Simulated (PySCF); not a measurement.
# HfCl3: relaxation and vibrations of the doublet

Aim: relax HfCl3 as a doublet from a trigonal pyramidal start, check by its vibrations whether the end is a minimum, and collect its spectrum and constants.

Computed with PySCF 2.14.0. Level: PBE, basis Hf def2-SVP with ECP60, Cl def2-SVP, scalar-relativistic core potentials, no spin–orbit coupling, density fitting.

## 1. Starting geometry

4 atoms, charge 0, spin multiplicity 2.

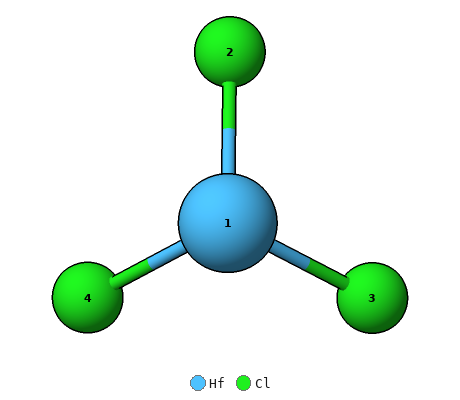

Start geometry, drawn with hafnium blue, chlorine green; atoms are numbered from 1 in the order of the file.

Coordinates in bohr (charge 0 multiplicity 2):
```
Hf    0.0000    0.0000    0.0000
Cl    4.1880    0.0000    2.2269
Cl   -2.0940    3.6270    2.2269
Cl   -2.0940   -3.6270    2.2269
```

## 2. The SCF at the typed geometry

One driver script runs all steps and calls PySCF; scf.py shows how it sets up the SCF of each step. The optimiser is the driver's own. After this first run the driver tries any further starts and a stability analysis.

Input file scf.py:

```python
from pyscf import gto, scf, dft
mol = gto.M(atom='''
Hf     0.000000     0.000000     0.000000
Cl     2.216200     0.000000     1.178400
Cl    -1.108100     1.919300     1.178400
Cl    -1.108100    -1.919300     1.178400''',
    basis={'Hf': 'def2-SVP', 'Cl': 'def2-SVP'},
    ecp={'Hf': 'def2-SVP'},
    charge=0, spin=1)
mf = dft.UKS(mol, xc='PBE')
mf.grids.atom_grid = (50, 194)
aux = {'Hf': 'def2-universal-JKFIT', 'Cl': 'def2-universal-JKFIT'}
mf = mf.density_fit(auxbasis=aux)
mf.conv_tol = 1e-08
mf.diis_space = 10
mf.max_cycle = 60
mf.init_guess = 'minao'
mf.verbose = 4
mf.kernel()
```

Started as:

```bash
OMP_NUM_THREADS=2 python axn.py task.json out
```

What it wrote:

```text
init E= -1415.25487533831
[... the frontier-level lines of each cycle are left out ...]
cycle= 1 E= -1427.48903316903  delta_E= -12.2  |g|= 0.683  |ddm|= 5.35
cycle= 2 E= -1426.98908859391  delta_E=  0.5  |g|= 0.992  |ddm|= 2.57
cycle= 3 E= -1427.76390676175  delta_E= -0.775  |g|= 0.223  |ddm|= 2.07
cycle= 4 E= -1427.78889570794  delta_E= -0.025  |g|= 0.0954  |ddm|= 0.436
cycle= 5 E= -1427.79341921892  delta_E= -0.00452  |g|= 0.0372  |ddm|= 0.161
cycle= 6 E= -1427.79438193925  delta_E= -0.000963  |g|= 0.00134  |ddm|= 0.0498
cycle= 7 E= -1427.79438318261  delta_E= -1.24e-06  |g|= 0.000512  |ddm|= 0.00352
cycle= 8 E= -1427.79438329943  delta_E= -1.17e-07  |g|= 0.000279  |ddm|= 0.000918
cycle= 9 E= -1427.79438334604  delta_E= -4.66e-08  |g|= 0.000136  |ddm|= 0.000557
cycle= 10 E= -1427.79438335977  delta_E= -1.37e-08  |g|= 2.65e-05  |ddm|= 0.000229
cycle= 11 E= -1427.79438336035  delta_E= -5.8e-10  |g|= 5.59e-06  |ddm|= 5.36e-05
Extra cycle  E= -1427.79438336036  delta_E= -9.09e-12  |g|= 4.55e-06  |ddm|= 1.69e-05
converged SCF energy = -1427.79438336036  <S^2> = 0.75257384  2S+1 = 2.0025722
```

This step, with its further starts and checks, ran for 15 s (2 threads of Arm Neoverse V2, shared host).

Energies from each starting density:

```csv
start,energy (Eh)
the minimal-basis guess,-1427.794383
a thermally smeared density,-1427.794383
a smeared PBE density,-1427.794383
```

No lower solution of this spin turned up from the other starts or in the test of internal stability.

## 3. Trigonal pyramidal start, doublet: relaxation

The program finds C3v symmetry in the start, which this walk keeps.

scf.py, as its differences from that of step 2:

```diff
@@ -3,4 +3,4 @@
-Hf     0.000000     0.000000     0.000000
-Cl     2.216200     0.000000     1.178400
-Cl    -1.108100     1.919300     1.178400
-Cl    -1.108100    -1.919300     1.178400''',
+Hf    -0.000000     0.000000    -0.433985
+Cl     2.216208    -0.000000     0.744415
+Cl    -1.108104     1.919293     0.744415
+Cl    -1.108104    -1.919293     0.744415''',
@@ -17 +16,0 @@
-mf.init_guess = 'minao'
```

Energy and gradient, step by step:

```csv
step,energy (Eh),change (kJ/mol),largest symmetric gradient (Eh/bohr)
0,-1427.794383,0.00,0.08486
1,-1427.824220,-78.34,0.04356
2,-1427.835298,-107.42,0.01083
3,-1427.840576,-121.28,0.01076
4,-1427.843480,-128.90,0.01277
5,-1427.844726,-132.18,0.00403
6,-1427.845026,-132.96,0.00234
7,-1427.845245,-133.54,0.00096
8,-1427.845301,-133.68,0.00048
9,-1427.845316,-133.72,0.00017
10,-1427.845318,-133.73,0.00003
```

The walk took 24 s.

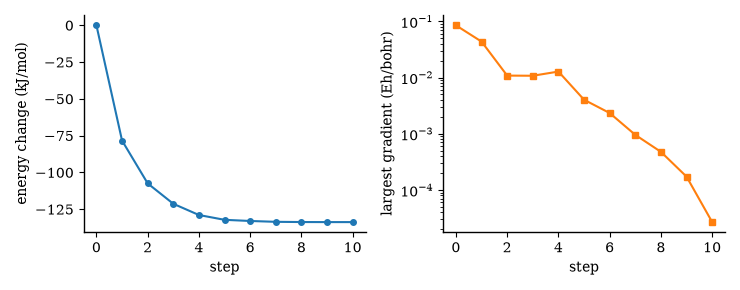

Energy and largest gradient along the walk.

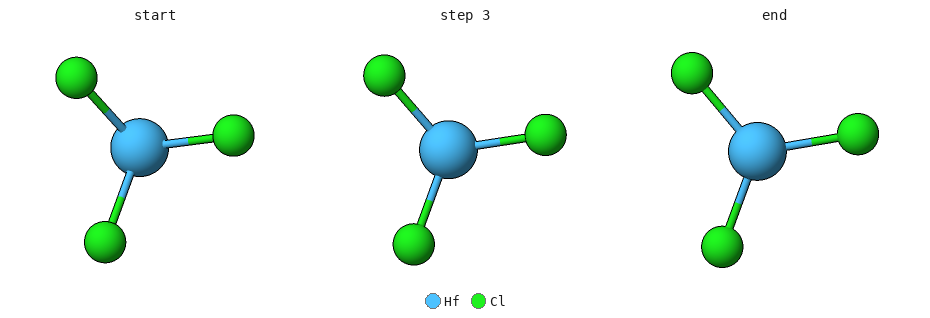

The geometry along the walk, at one scale.

It settles in D3h symmetry, 133.7 kJ/mol below the start, after 10 steps: Hf–Cl 2.342 Å (×3); Cl–Hf–Cl 120.0° (×3).

## 4. Vibrations and properties at this point

The point is checked on the finer grid, and tightened if its gradient asks for it. The Hessian and the dipole derivatives come from central differences of analytic gradients, with steps of 0.02 bohr.

scf.py, as its differences from that of step 3:

```diff
@@ -3,4 +3,4 @@
-Hf    -0.000000     0.000000    -0.433985
-Cl     2.216208    -0.000000     0.744415
-Cl    -1.108104     1.919293     0.744415
-Cl    -1.108104    -1.919293     0.744415''',
+Hf    -0.000000    -0.000000     0.000000
+Cl     2.342706     0.000000    -0.000000
+Cl    -1.171353     2.028843     0.000000
+Cl    -1.171353    -2.028843    -0.000000''',
@@ -11 +11 @@
-mf.grids.atom_grid = (50, 194)
+mf.grids.atom_grid = (75, 302)
@@ -14 +14 @@
-mf.conv_tol = 1e-08
+mf.conv_tol = 1e-10
```

This SCF starts from the last density.

SCF at the final geometry:

```text
init E= -1427.84558430191
[... the frontier-level lines of each cycle are left out ...]
cycle= 1 E= -1427.84558430191  delta_E= 7.05e-12  |g|= 2.91e-06  |ddm|= 6.03e-06
Extra cycle  E= -1427.8455843019  delta_E= 9.32e-12  |g|= 5.41e-06  |ddm|= 1.12e-05
converged SCF energy = -1427.8455843019  <S^2> = 0.7526357  2S+1 = 2.002634
```

The whole step took 24 s.

Geometry: D3h; Hf–Cl 2.343 Å (×3); Cl–Hf–Cl 120.0° (×3).

Harmonic modes (main isotopes):

```json
{"symmetry": "a2''", "ω (cm⁻¹)": "59", "IR (km/mol)": "3.3"}
{"symmetry": "e'", "ω (cm⁻¹)": "86", "IR (km/mol)": "2.0"}
{"symmetry": "a1'", "ω (cm⁻¹)": "362", "IR (km/mol)": "0.0"}
{"symmetry": "e'", "ω (cm⁻¹)": "387", "IR (km/mol)": "136"}
```

All wavenumbers are real: a minimum.

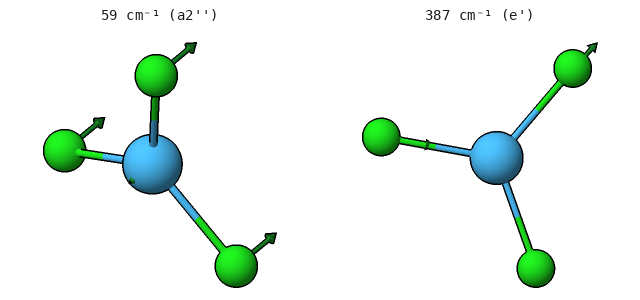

Displacements of 2 of the modes, as arrows (one member where a mode is degenerate).

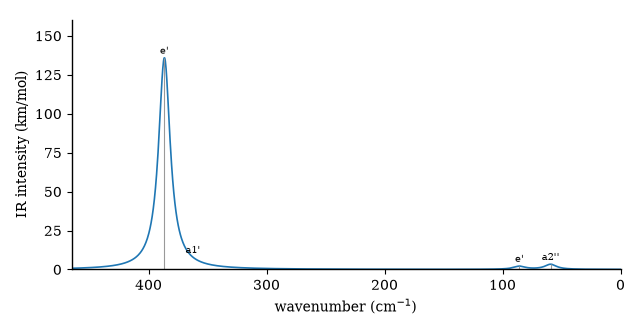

The harmonic infrared spectrum (widths in cm⁻¹). Lines are broadened to a width of 12 cm⁻¹ (Lorentzian).

Constants and moments:

* Dipole moment: 0.00 D
* Highest occupied level: -5.13 eV
* Lowest empty level: -3.46 eV
* Rotational constants: 0.05856, 0.05856, 0.02928 cm⁻¹
* Zero-point energy: 8.2 kJ/mol
* Principal polarisabilities: 65.5, 76.8, 76.8 bohr³
* Atomisation energy without zero-point energy: 1542 kJ/mol
* Principal traceless quadrupole moments about the centre of mass: -2.28, -2.28, 4.56 D Å
* Entropy at 298.15 K and 1 bar (electronic part: spin only): 355.6 J/(mol K)
* Heat capacity Cp at 298.15 K: 76.9 J/(mol K)
* Enthalpy at 298.15 K above 0 K: 18.67 kJ/mol
* Rotational symmetry number: 6
* Spin squared ⟨S²⟩: 0.753

Populations by atom (charges in e):

```tsv
atom	Mulliken	Löwdin	polar tensor	spin (Mulliken)	Mayer order to Hf1
Hf1	0.57	-0.49	1.42	1.08	–
Cl2,3,4	-0.19	0.16	-0.47	-0.03	1.33
```

Mulliken populations on Hf1 (outside its core potential): s 2.72, p 6.29, d 2.32, f 0.09.

## 5. Outcome

| quantity | value |
| --- | --- |
| minimum | doublet, D3h |
| geometry | Hf–Cl 2.343 Å (×3); Cl–Hf–Cl 120.0° (×3) |
| wavenumbers (cm⁻¹) | 59 (a2''), 86 (e'), 362 (a1'), 387 (e') |
| dipole moment | 0.00 D |
| highest occupied, lowest empty level (either spin) | -5.13, -3.46 eV |
| polar-tensor charge of Hf1 | +1.42 e |
| zero-point energy | 8.2 kJ/mol |
| entropy at 298.15 K | 355.6 J/(mol K) |
| atomisation energy (no zero-point energy) | 1542 kJ/mol |
| ⟨S²⟩ | 0.753 |

From C3v at the start the molecule goes to a D3h minimum. In the infrared the band at 387 cm⁻¹ (e', stretch) leads. Hf1 has a polar-tensor charge of +1.4 e (a dipole derivative, not a static charge), yet symmetry cancels the bond dipoles. Most of the spin sits on Hf1 (Mulliken spin 1.08, against 1 for the whole molecule). Other starts or spin states, not run here, may lie lower. Open d and f shells are described by one determinant, and the ground state may have another occupation or spin. Spin–orbit coupling, left out here, can matter for elements this heavy.

The search up to here took 63 s.
